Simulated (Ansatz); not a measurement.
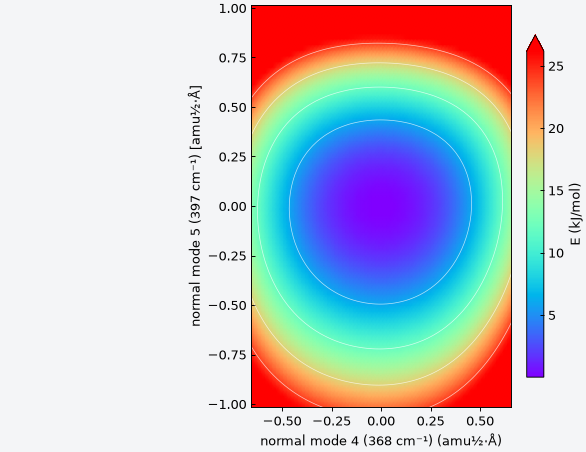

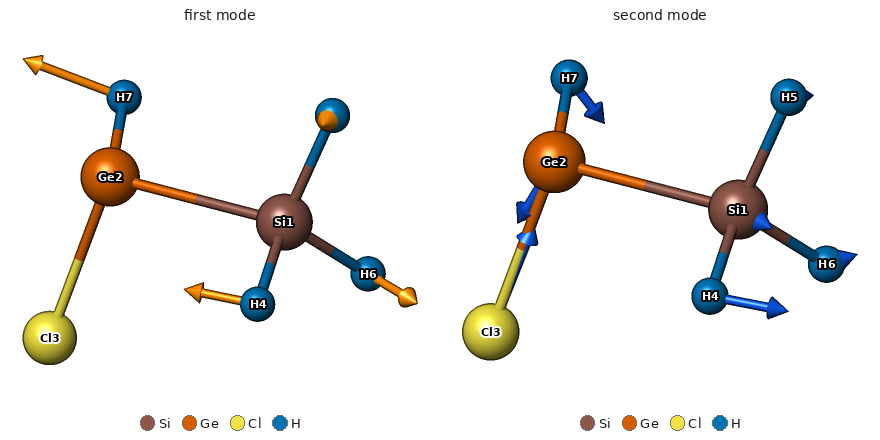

Energy landscape of ClGeH4Si, SMILES [SiH3][GeH][Cl], spin multiplicity 2. First axis: normal mode 4 (368 cm⁻¹). Second axis: normal mode 5 (397 cm⁻¹). Nothing is relaxed (straight displacements along the two mass-weighted modes). The grid has 11 × 11 points. Points are written as (first, second). Energies are in kJ/mol, from the lowest grid point. Computed with Ansatz, UKS PBE-D4/def2-SVP.

Drawn: a smooth colour map with a few white contour lines, one colour for all values above the top of the scale. Between grid points the surface is interpolated. The second picture is the structure at the lowest point

What does the map say about the system?

Answer. The lowest grid point is at (0.000 amu½·Å, 0.000 amu½·Å). It is the only kind of minimum in the scanned range. The highest grid point, (−0.658 amu½·Å, 1.017 amu½·Å), lies 53.6 kJ/mol above the lowest.

The whole map (121 points run) took 13 min on 1 thread of Arm Neoverse V2, on a shared host.
